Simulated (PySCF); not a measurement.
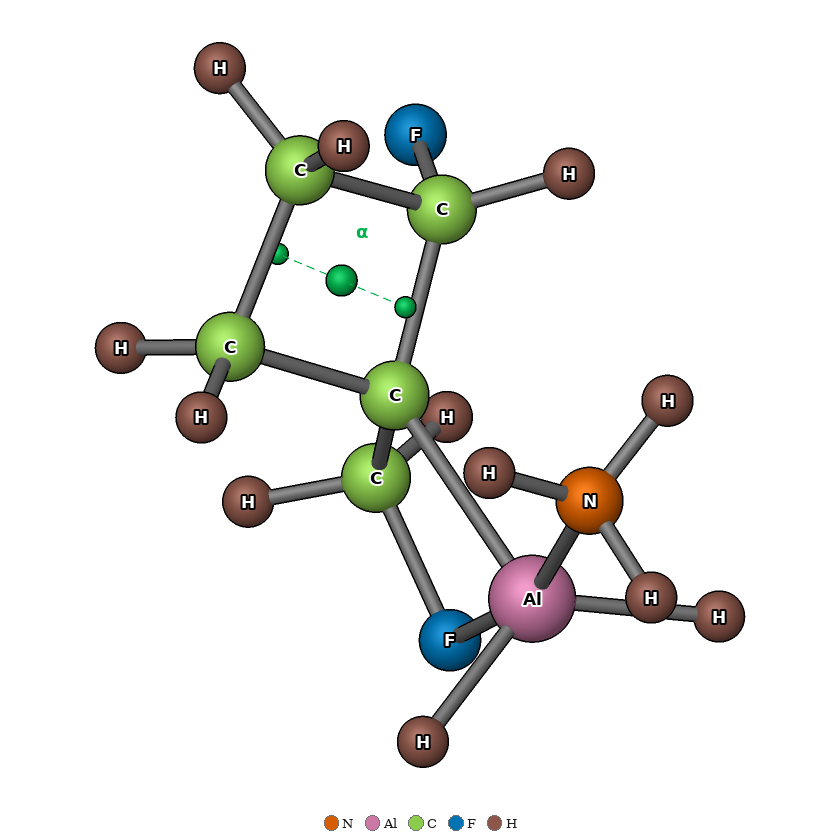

The small points mark where nucleus-independent chemical shifts (NICS) were computed: at the centre of each lettered ring and 1 Å above and below it. Computed geometry: GFN2-xTB optimisation. No frequency run is at hand to confirm it as a minimum. Method: GIAO PBE0/pcSseg-1 NMR shielding, non-relativistic, gas phase (PySCF 2.14.0).

Give NICS(0), NICS(1) and the out-of-plane component NICS(1)zz for each ring (means of the two sides).

| ring | members | NICS(0) | NICS(1) | NICS(1)zz |
| --- | --- | --- | --- | --- |
| α | C4 | 0.3 | −0.8 | 3.5 |

Values in ppm.

The geometry is semi-empirical. Around Al such bond lengths and angles can be off by a tenth of an ångström or more and by several degrees, and values that hang on the shape move with them.
